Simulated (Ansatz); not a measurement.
**MgSe, response to strain**

Base system: MgSe in the rock salt structure (space group Fm-3m, No. 225; a = 5.472 Å).

Strains are applied to the cell and any free atomic positions relax.

Calculations: r2SCAN, PAW, 500 eV (Ansatz, a first-principles code; spin-orbit coupling left out).

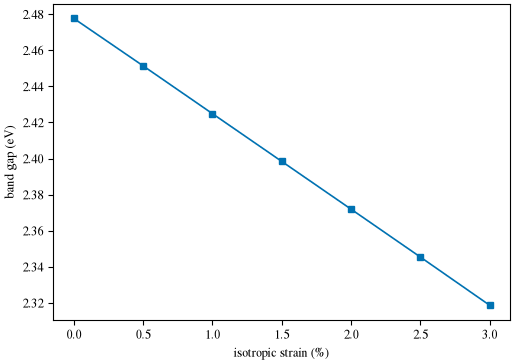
Figure: Band gap against isotropic strain

```json
[
 {"isotropic strain (%)": "0.5", "band gap": "2.45 eV"},
 {"isotropic strain (%)": "1", "band gap": "2.42 eV"},
 {"isotropic strain (%)": "1.5", "band gap": "2.40 eV"},
 {"isotropic strain (%)": "2", "band gap": "2.37 eV"},
 {"isotropic strain (%)": "2.5", "band gap": "2.35 eV"},
 {"isotropic strain (%)": "3", "band gap": "2.32 eV"}
]
```

Stability against distortions was not tested.
